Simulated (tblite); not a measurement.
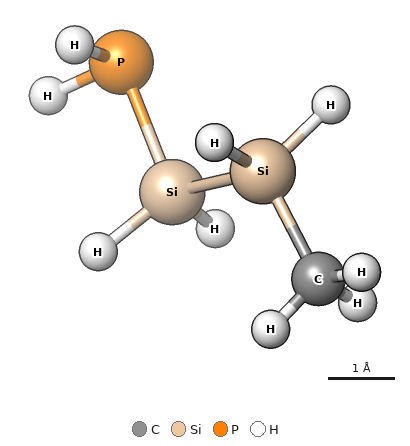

The input geometry (ball-and-stick view, seen at a tilt). Bond lengths as drawn: C–H 1.09 Å, C–Si 1.90 Å, H–P 1.38 Å, H–Si 1.47 Å, P–Si 2.24 Å and Si–Si 2.33 Å.

**Molecular dynamics of CH9PSi2**

System: CH9PSi2.
Method: GFN2-xTB Langevin dynamics, gas phase (tblite 0.8.0).

**Input file**
```
{"job": {"kind": "md", "xc": "GFN2-xTB", "basis": "xTB", "temperature": 600, "steps": 2000, "every": 50}, "charge": 0, "multiplicity": 1}
C     -2.340477    -0.145517    -0.643916
Si    -0.722119    -0.739301     0.152412
Si     1.026477     0.587862    -0.613853
P      2.980109    -0.276553     0.070184
H     -2.546405     0.889760    -0.388003
H     -3.187614    -0.739106    -0.314407
H     -2.295643    -0.211461    -1.727151
H     -0.893524    -0.666411     1.613165
H     -0.545433    -2.163629    -0.165017
H      1.169857     0.656640    -2.075876
H      0.932902     1.995157    -0.186039
H      2.728935    -0.090726     1.415016
H      3.688548     0.903772    -0.015490
```

The first line tells a small driver script what to run in tblite; the rest is the geometry in Å.

Launch command:
```bash
OMP_NUM_THREADS=1 python <driver script> task.json out
```

**The program's output**
```
t/fs     T/K      E/eV
    0.0   500.1   -345.09481
   25.0   372.5   -344.36011
   50.0   425.0   -344.59938
   75.0   325.0   -344.46405
  100.0   445.4   -344.66725
  125.0   437.5   -344.58424
  150.0   377.7   -344.42872
  175.0   518.9   -344.50535
  200.0   555.4   -344.57146
  225.0   444.3   -344.36357
  250.0   473.7   -344.36646
  275.0   550.1   -344.11653
  300.0   696.5   -344.48836
  325.0   587.5   -344.21596
  350.0   614.1   -344.60488
  375.0   673.9   -344.31182
  400.0   659.4   -343.80869
  425.0   675.4   -343.79735
  450.0   686.0   -343.79878
  475.0   648.1   -343.78848
  500.0   576.9   -343.86108
  525.0   613.6   -344.23442
  550.0   720.2   -344.65547
  575.0   677.6   -344.33241
  600.0   513.2   -344.48235
  625.0   336.6   -344.39627
  650.0   518.9   -344.49669
  675.0   647.9   -344.37856
  700.0   549.9   -344.67258
  725.0   356.9   -344.53157
  750.0   482.3   -344.56848
  775.0   557.0   -344.26900
  800.0   496.0   -344.51147
  825.0   673.5   -344.54055
  850.0   514.8   -344.22842
  875.0   446.1   -344.06442
  900.0   446.6   -344.20612
  925.0   481.7   -344.26448
  950.0   395.0   -344.36518
  975.0   415.1   -344.58471
 1000.0   401.9   -344.10435
```

**Trajectory as extended XYZ (Å, eV, eV/Å), 8 of the 41 frames kept, from step=0 to step=40**
```
13
Properties=species:S:1:pos:R:3:forces:R:3 step=0 time_fs=0.0 energy=-345.09481 temperature=500.1
C    -2.3405   -0.1455   -0.6439    0.0022  -0.0006   0.0003
Si   -0.7221   -0.7393    0.1524   -0.0062   0.0025  -0.0031
Si    1.0265    0.5879   -0.6139    0.0034   0.0064   0.0044
P     2.9801   -0.2766    0.0702   -0.0007  -0.0022  -0.0067
H    -2.5464    0.8898   -0.3880   -0.0052  -0.0011  -0.0055
H    -3.1876   -0.7391   -0.3144    0.0047   0.0009   0.0001
H    -2.2956   -0.2115   -1.7272    0.0020  -0.0002   0.0030
H    -0.8935   -0.6664    1.6132    0.0062  -0.0037   0.0014
H    -0.5454   -2.1636   -0.1650   -0.0051   0.0003   0.0001
H     1.1699    0.6566   -2.0759   -0.0006  -0.0043   0.0009
H     0.9329    1.9952   -0.1860    0.0008   0.0007   0.0002
H     2.7289   -0.0907    1.4150    0.0006  -0.0002   0.0060
H     3.6885    0.9038   -0.0155   -0.0020   0.0016  -0.0011
13
Properties=species:S:1:pos:R:3:forces:R:3 step=6 time_fs=150.0 energy=-344.42872 temperature=377.7
C    -2.4686   -0.1517   -0.0394   -1.0610  -0.2629   0.4910
Si   -0.6967   -0.9514    0.0370   -0.9761  -0.8098   0.0194
Si    0.7534    0.6335   -0.7613    0.0258   0.0412  -1.1152
P     2.4525   -0.0393    0.4249    0.4647  -0.4863   0.6326
H    -2.6018    0.6399    0.7132    0.5175  -0.0035  -0.2648
H    -3.3590   -0.8277    0.2786    1.5595   0.7316  -1.2179
H    -2.6077    0.3534   -1.0394   -0.1908  -0.9010   1.0586
H    -0.3321   -1.5400    1.3533   -0.1834   0.4885   0.0837
H    -0.6020   -2.2719   -0.6673   -0.2385   0.4706  -0.1959
H     1.3389    0.4328   -2.1576   -0.5005   0.2200   0.6575
H     0.2072    2.0004   -0.6595    0.2656   0.0202  -0.0438
H     2.0817    0.6063    1.6285    0.6195   0.1189  -0.6611
H     3.5015    0.7176   -0.0895   -0.3024   0.3725   0.5560
13
Properties=species:S:1:pos:R:3:forces:R:3 step=11 time_fs=275.0 energy=-344.11653 temperature=550.1
C    -3.1397   -0.3366    0.2820    3.3602   0.4123   2.9036
Si   -1.3205   -1.0522   -0.3079   -1.5806  -0.3936   0.7743
Si    0.4644    0.4948   -0.3764    0.4072  -0.5363  -0.8132
P     2.3326    0.0920    0.8376    0.3407  -0.7489  -1.1607
H    -2.9990    0.4265    1.1613   -0.2102  -1.0750  -1.7902
H    -3.8199   -1.0391    0.6650   -0.2376  -1.4832   0.7646
H    -3.6806    0.0465   -0.4789   -1.0705   1.8845  -2.4575
H    -1.2853   -2.3363    0.4453    0.4177   0.4155   0.5937
H    -1.6315   -1.8464   -1.4882    0.0007   0.4344  -0.8461
H     1.1036    0.8430   -1.7350   -0.4738  -0.3865   0.7020
H    -0.1512    1.7233    0.0053   -0.3170   0.9355   0.3384
H     2.1286    0.8142    1.9283   -0.5779   0.6604   1.1723
H     3.0711    1.1402    0.3174   -0.0591  -0.1192  -0.1812
13
Properties=species:S:1:pos:R:3:forces:R:3 step=17 time_fs=425.0 energy=-343.79735 temperature=675.4
C    -3.1050   -1.0692    0.9463    2.1620  -1.6007  -0.0357
Si   -1.2695   -1.1409   -0.1134   -2.1670   2.6663   0.6595
Si    0.2254    0.8608   -0.1158   -1.1529   1.4522  -0.7474
P     1.7181    0.0477    1.2704    0.8586  -0.7851   0.8079
H    -3.1503   -0.7752    2.0089    0.5964   0.0518  -0.6576
H    -3.4093   -2.1459    0.9428   -0.1415   0.9909  -0.2304
H    -3.7581   -0.4460    0.4003   -0.7104   0.2767  -0.5255
H    -0.3882   -1.9836    0.5720    0.7085  -1.3678   0.4945
H    -1.6522   -1.2199   -1.5420    0.0491  -0.4055   0.3163
H     0.6441    1.0099   -1.6100    0.0575  -0.1259   1.1595
H     0.0294    2.4201    0.3000    0.0070  -1.4503  -0.4183
H     1.1849    0.3284    2.5235   -0.4200  -0.0868  -0.3858
H     2.6822    0.9683    1.5719    0.1527   0.3842  -0.4370
13
Properties=species:S:1:pos:R:3:forces:R:3 step=23 time_fs=575.0 energy=-344.33241 temperature=677.6
C    -2.4928   -0.7593    0.4846    0.2576  -2.1387   0.0881
Si   -0.8227   -1.4763   -0.3313   -0.4960  -1.3075   0.0770
Si    0.6816    0.3088   -0.1169   -1.1889  -0.0794   1.4484
P     1.8199    0.2587    1.8585    0.1422   0.3267   0.2463
H    -2.2054   -0.2600    1.4072   -0.1758   0.5750  -0.3973
H    -2.9724   -1.6955    0.8891    0.0694   0.7925  -0.5511
H    -3.2562   -0.2507   -0.1323    0.8701  -0.1123   0.4841
H    -0.3398   -2.7621    0.4674   -0.4132   1.1634  -0.3427
H    -1.0563   -2.3131   -1.6572    0.0520   1.0941   0.8923
H     1.6122    0.4627   -1.1482    1.0338   0.2777  -1.1037
H    -0.1828    1.4948    0.0637    0.1382   0.1196  -0.2890
H     0.7744    0.7607    2.6179   -0.0851  -0.2487  -0.0697
H     2.4365    1.5259    1.9756   -0.2044  -0.4622  -0.4827
13
Properties=species:S:1:pos:R:3:forces:R:3 step=29 time_fs=725.0 energy=-344.53157 temperature=356.9
C    -2.3155   -1.3741   -0.3710    0.0951   1.9550  -1.6208
Si   -0.4049   -1.3918   -0.3701   -0.6764  -0.2847  -0.3528
Si    0.7530    0.5564    0.0939   -0.7857  -0.7333   0.5218
P     0.8887    0.8575    2.2734    0.2209   0.4768   0.9235
H    -2.7568   -1.1260    0.5477   -0.4239  -0.1429   1.4195
H    -2.7545   -2.2895   -0.7625    0.0318   0.3874  -0.0915
H    -2.6146   -0.4412   -0.9904    0.2131  -1.7029   0.3923
H    -0.2319   -2.6866    0.3022    0.4956   0.0466  -0.0795
H    -0.2069   -1.3579   -1.8334    0.2270  -0.4827  -0.0341
H     2.0774    0.4456   -0.3996    0.9531   0.1874  -0.6034
H    -0.0745    1.6211   -0.4256    0.0396   0.5108  -0.1728
H     1.2903    2.1940    2.2147   -0.0266  -0.3500   0.0291
H     2.1830    0.4039    2.5623   -0.3635   0.1325  -0.3313
13
Properties=species:S:1:pos:R:3:forces:R:3 step=34 time_fs=850.0 energy=-344.22842 temperature=514.8
C    -1.9888   -1.3459   -0.8363   -0.1585   0.3378  -1.8346
Si   -0.2636   -1.5174   -0.0639   -0.2866   1.1045   0.3703
Si    0.8742    0.4614    0.3845    0.2022  -0.4540   0.5827
P     0.1853    0.9587    2.4992   -0.4427  -1.3907  -0.0162
H    -2.7403   -1.9210   -0.3007    0.0381  -0.1018  -0.4255
H    -2.0430   -1.5228   -2.0230    0.1325   0.0626   2.6816
H    -2.2464   -0.2986   -0.7087   -0.3279   0.0876  -0.0599
H    -0.2218   -1.8641    1.3393   -0.4226  -0.8702   0.3284
H     0.3699   -2.3825   -0.9550    0.9806  -1.2108  -0.8291
H     2.3777    0.3419    0.4643   -0.6308   0.2913  -0.2979
H     0.2057    1.5345   -0.3071    0.2280   0.5999  -0.3916
H     1.3897    1.4921    2.7889    0.6712   0.1548   0.4930
H     0.4381   -0.3678    3.1088    0.0165   1.3889  -0.6011
13
Properties=species:S:1:pos:R:3:forces:R:3 step=40 time_fs=1000.0 energy=-344.10435 temperature=401.9
C    -1.9532   -1.0882   -1.0552    0.4935   1.4702   0.0868
Si   -0.4557   -1.8431   -0.2711    1.2431  -2.5516   1.1258
Si    0.6136   -0.0858    0.7881    0.7597   0.0452   0.2942
P     0.0329    0.7664    2.8373   -0.4211   1.7137  -1.3455
H    -2.8024   -1.6227   -0.7935   -1.5807  -1.0870   0.3177
H    -1.9038   -1.0475   -2.1285    0.0164   0.3364  -0.2517
H    -2.0898   -0.0889   -0.5866    0.0444  -0.3415  -0.7667
H    -0.7813   -3.2435    0.3940   -0.4286   1.3119   0.2065
H     0.5407   -2.6928   -0.9891    0.0317   0.9076  -0.6282
H     2.0886   -0.2719    0.7984   -0.0726  -0.3899   0.3642
H     0.7612    0.9432   -0.2267   -0.5136   0.6613  -0.2328
H     0.9365    1.9418    2.8058   -0.6938  -1.3505   0.0258
H     0.8879   -0.0714    3.4007    1.1216  -0.7256   0.8040
```

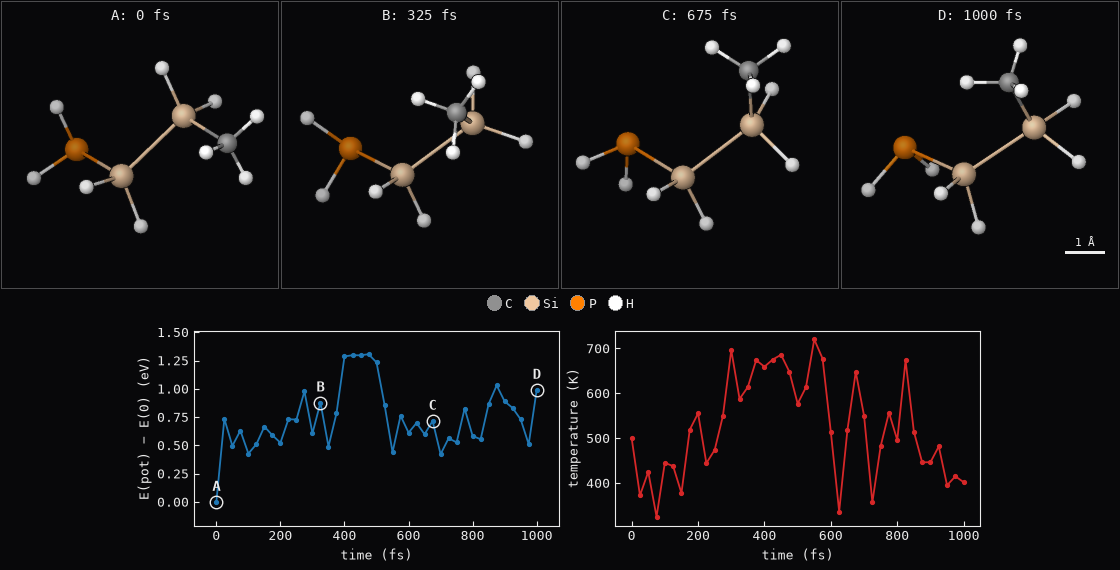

Frames of the molecular dynamics (ball-and-stick, seen at a tilt) above the curves, on which the letters mark them. The trajectory kept here has 41 frames over 1000 fs. The temperature starts at 500 K, ranges from 325 to 720 K and averages 515 K over the second half. The potential energy ends 0.990 eV above its first value. After an unweighted best fit of the last frame on the first, the root-mean-square displacement is 1.56 Å, and H12 has moved furthest (2.56 Å).

**Key numbers**

```tsv
quantity	value
outcome	finished
mean temperature over the second half	515 K
trajectory	41 frames kept, 1000 fs
hardware	1 CPU thread, shared host
wall time	18 s
peak memory	0.18 GiB
```
